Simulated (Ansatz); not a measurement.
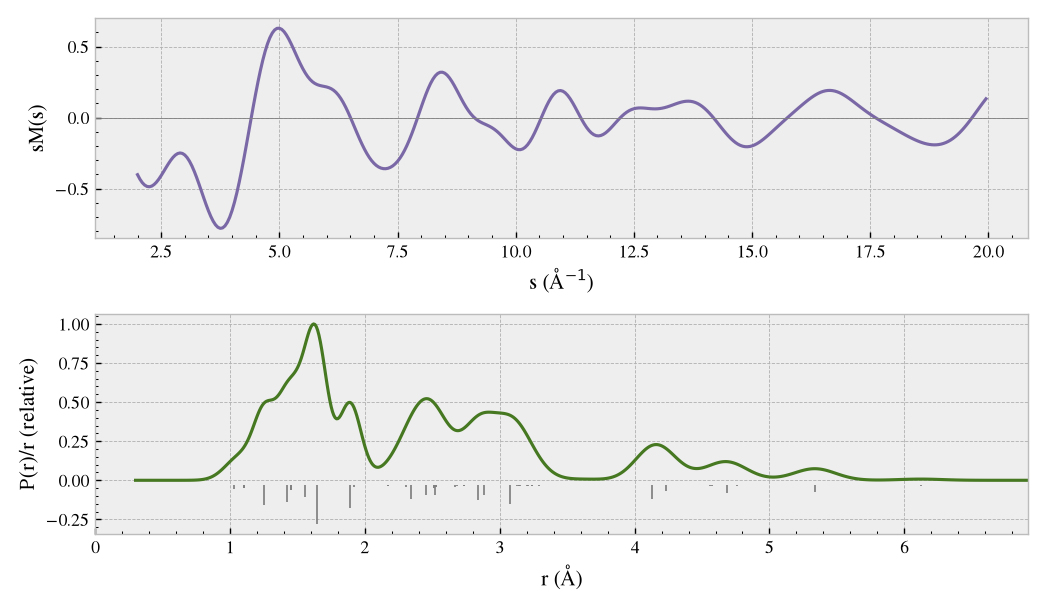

Simulated gas electron diffraction: reduced molecular intensity sM(s) from the Debye equation in the first Born approximation (top) and the radial distribution curve (bottom) of C2H5FO2Si. Each pair of atoms contributes with weight ZᵢZⱼ/r (bars below the curve); damping constant 0.002 Å²; vibrational amplitudes assumed, not computed: 0.05 Å for bonds, 0.078 Å for bonds to H, 0.06 + 0.015 r up to 0.15 Å for other pairs. The geometry is the end point of an optimisation (RKS B3LYP-D4/STO-3G in Ansatz); it may be a saddle point or a higher isomer. SMILES: O=C(O)C[SiH2]F.

Question: Read the positions of the first 7 clear peaks and name the main pairs (– for bonds).

Answer: Peak 1, 1.62 Å: Si–H 1.45 Å (×2), C–C 1.56 Å, Si–F 1.65 Å, not resolved; in its flanks O–C 1.25–1.43 Å
Peak 2, 1.89 Å: Si–C 1.89 Å
Peak 3, 2.46 Å: O···H 2.30–2.68 Å (×3), O···O 2.34 Å, O···C 2.45–2.52 Å (×2), Si···H 2.51 Å (×2), not resolved
Peak 4, 2.92 Å: Si···C 2.84 Å, F···C 2.89 Å, Si···O 3.08 Å, not resolved
Peak 5, 4.16 Å: Si···O 4.13 Å, F···C 4.24 Å, not resolved
Peak 6, 4.67 Å: O···H 4.56–4.57 Å (×2), F···O 4.68 Å, Si···H 4.76 Å, not resolved
Peak 7, 5.34 Å: F···O 5.34 Å
